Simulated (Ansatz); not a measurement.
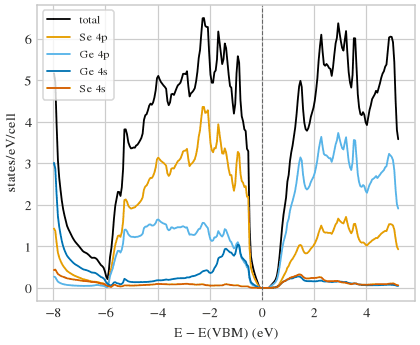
Total and projected density of states of GeSe in space group Pnma (No. 62; Ge on 4c, Se on 4c), DFT-LDA in the program Ansatz with PAW potentials

### Question
Which orbitals carry the states next to the gap?

### Answer
Top 1 eV of the valence band: Se 4p 62 %, Ge 4s 18 %, Ge 4p 17 %. Bottom 1 eV of the conduction band: Ge 4p 62 %, Se 4p 18 %, Se 4s 8 %, Ge 4s 8 %. Projections are on Löwdin-orthogonalised atomic valence shells; empty p or d shells of many metals are not among them.

### Question
Where is the tallest occupied peak in this window, and what makes it?

### Answer
Near -2.2 eV, about 6.5 states/eV per cell; the largest projected share is Se 4p.

The LDA relaxation kept the symmetry of its start. A crystal of weakly bound layers computed without a dispersion correction: the cell and the soft elastic constants depend strongly on that. Scalar-relativistic: spin–orbit coupling is off unless named, which matters more the heavier the elements.

Potentials: the later of the program's two PAW sets.
